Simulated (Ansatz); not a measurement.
Input

```
crystal:
  periodic: [false, false, false]
  atoms:
    - symbol: B
      position_ang: [-3.070605, -1.072729, -0.382168]
    - symbol: Ge
      position_ang: [0.112796, -0.946612, 0.140522]
    - symbol: O
      position_ang: [-1.862073, -0.999866, -0.278634]
    - symbol: H
      position_ang: [-4.237174, -1.143048, -0.482259]
    - symbol: H
      position_ang: [0.339610, -0.529239, -1.371718]
basis:
  gaussian:
    orbitals: def2-TZVPD
total_charge: 1
magnetization:
  spin_polarized: false
  initial_magnetization: 0
hamiltonian:
  xc: {name: PBE0}
output: {forces: true, orbitals: {seedname: orbitals}}
```

Run with:

```sh
ansatz run input.yaml --threads 2 --pin off --max-ram 4350MiB --events-out events.jsonl --progress --plain --runs-dir runs
```

Geometry: PBE0-D4/def2-TZVP.

Level of theory: isolated molecule in a Gaussian basis; Kohn-Sham density functional theory, functional PBE0 (Ansatz 0.2.0).

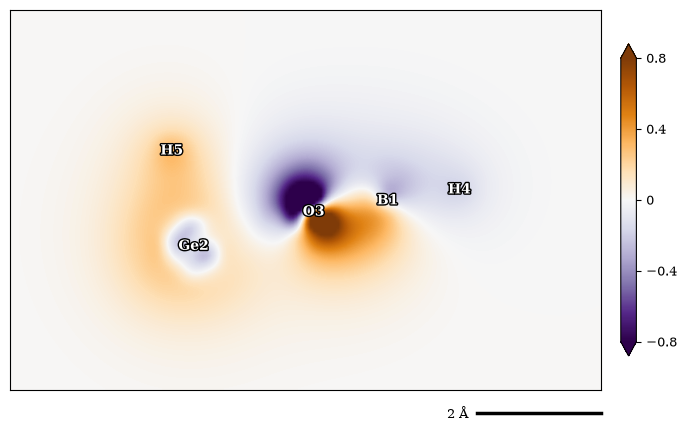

BGeH$_{2}$O (charge +1). The HOMO−1 on the molecular plane (values in Å⁻³ᐟ²; the overall sign is arbitrary).

Question: What is the character of this orbital?

Answer: By Hirshfeld shares it lies mainly on O3 (about 50 %), Ge2 (about 30 %) and B1 (about 15 %); it is symmetric in the molecular plane (an in-plane orbital: σ, lone-pair or in-plane π type). Its energy is −17.65 eV.
